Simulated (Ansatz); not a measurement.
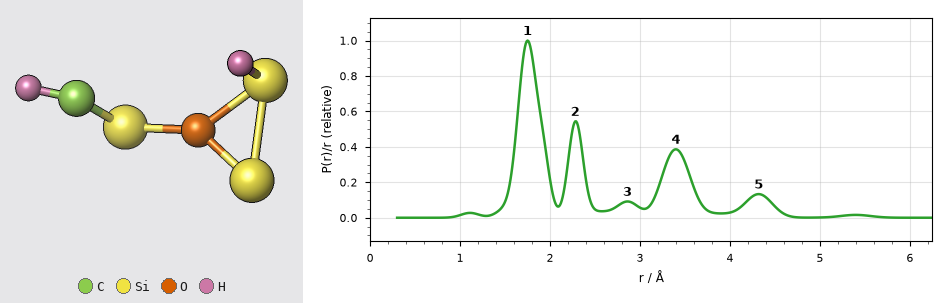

Simulated gas electron diffraction: radial distribution curve of CH₂OSi₃. Each pair of atoms contributes with weight ZᵢZⱼ/r; damping constant 0.002 Å²; vibrational amplitudes assumed, not computed: 0.05 Å for bonds, 0.078 Å for bonds to H, 0.06 + 0.015 r up to 0.15 Å for other pairs. The geometry is the end point of an optimisation (Ansatz, RKS PBE-D4/STO-3G); it may be a saddle point or a higher isomer.

Assign the numbered peaks of the radial distribution curve (– bonded, ··· not bonded).

Peak 1, 1.75 Å: Si–C 1.67 Å, Si–O 1.74–1.91 Å (×3), not resolved
Peak 2, 2.28 Å: Si–Si 2.28 Å
Peak 3, 2.86 Å: O···C 2.86 Å, Si···H 2.88 Å
Peak 4, 3.40 Å: Si···Si 3.33–3.48 Å (×2), not resolved
Peak 5, 4.32 Å: Si···C 4.27–4.37 Å (×2), not resolved
